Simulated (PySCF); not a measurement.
## A study: H$_{3}$Si, doublet, SMILES `[SiH3]`

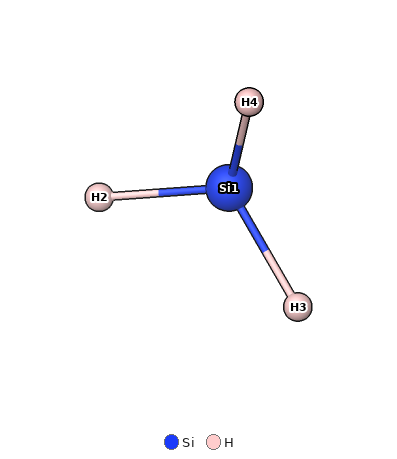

The molecule, with its atoms numbered as below. No frequency check shows the geometry to be a minimum.

Coordinates in Å:

```
Si1     -0.0000    0.0000    0.0561
H2      -1.3770    0.3210   -0.2618
H3       0.9669    1.0316   -0.2618
H4       0.4105   -1.3530   -0.2617
```

## 1. Bonding charge

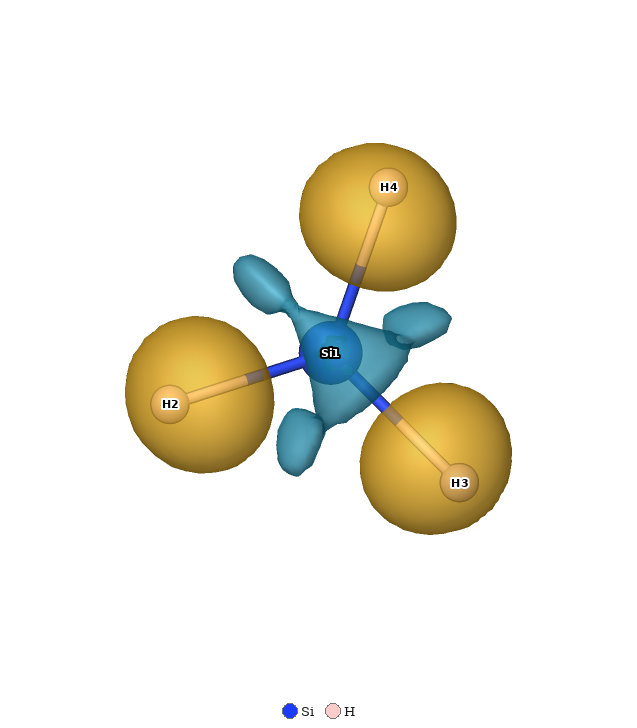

Deformation density (molecule less spherical, spin-averaged free atoms at the same positions), surfaces at ±0.08 e/Å³; yellow: gain, teal: loss.

Method: BLYP/def2-SVP; geometry: GFN2-xTB; program: PySCF. The stability of the open-shell solution wasn't checked. GFN2-xTB doesn't know the spin state, so this open-shell geometry is rough.

**Describe the bonding that the map shows.**

Si1–H2, Si1–H3 and Si1–H4: +0.17 e/Å³ at the bond critical point (bond length 1.45 Å, Mayer order 0.9). In all, 0.8 electrons gather in the regions of gain relative to the promolecule.

**Where do the Hirshfeld charges lie?**

The highest Hirshfeld charge is on Si1 (+0.22 e), the lowest on H2, H3 and H4 (−0.07 e).

## 2. Local ionisation energy

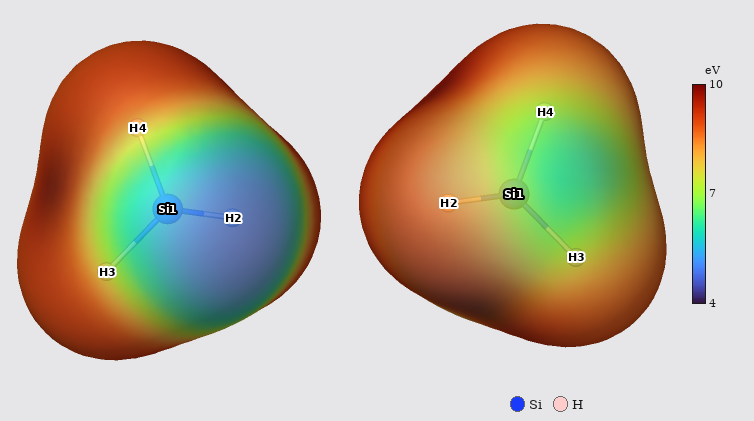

Average local ionisation energy on the surface of electron density 0.001 a.u. (back view left, front view right).

**Locate the minima of the map.**

The lowest value is 5.0 eV, 2.5 Å from Si1. Further minima include 6.2 eV, near Si1 (2.29 Å), H2 (2.34 Å) and H4 (2.37 Å). For comparison, the highest occupied orbital lies at −4.6 eV.

**What volume does the surface enclose, and what is the dipole moment?**

About 61 Å³; the dipole moment is 0.2 D.

## 3. Spin density

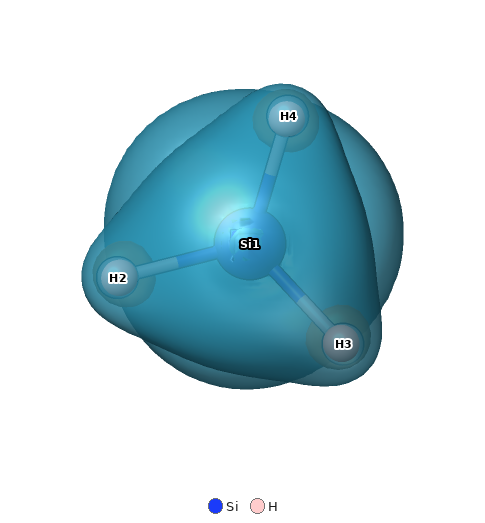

Spin density ρα − ρβ at ±0.01 e/Å³ (light blue: excess α, orange: excess β).

**Where is the unpaired spin?**

Hirshfeld spin populations: Si1 +0.86 and H2, H3 and H4 +0.05. ⟨S²⟩ = 0.75, as for a pure state. The picture also shows regions of β spin from spin polarisation; the Hirshfeld sums, whose atoms overlap, net them against the α spin of neighbours.

## 4. In an electric field

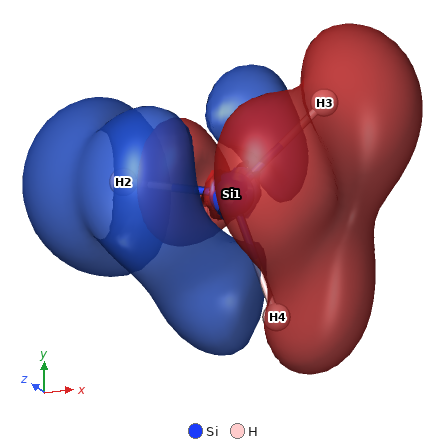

Change of the electron density in a uniform field of 0.26 V/Å, surfaces at ±0.0015 e/Å³ (red: gain, blue: loss).

Computed with PySCF, PBE0/cc-pVTZ, geometry: GFN2-xTB. A basis without diffuse functions makes polarisabilities too small. The stability of the open-shell solution wasn't checked. GFN2-xTB doesn't know the spin state, so this open-shell geometry is rough.

**Along which Cartesian direction does the field point?**

Along −x: electrons gather on the +x side, against the field.

**What dipole is induced, and what polarisability does it imply?**

The induced dipole is 0.39 D (along the field); α along this axis, from the fields in both directions, is 31 bohr³ (4.6 Å³).

**Which atoms gain and lose the most charge?**

Electrons gather most on H3 (Hirshfeld charge changes by −0.010 e) and leave H2 most (+0.014 e); 0.038 electrons are displaced in all.
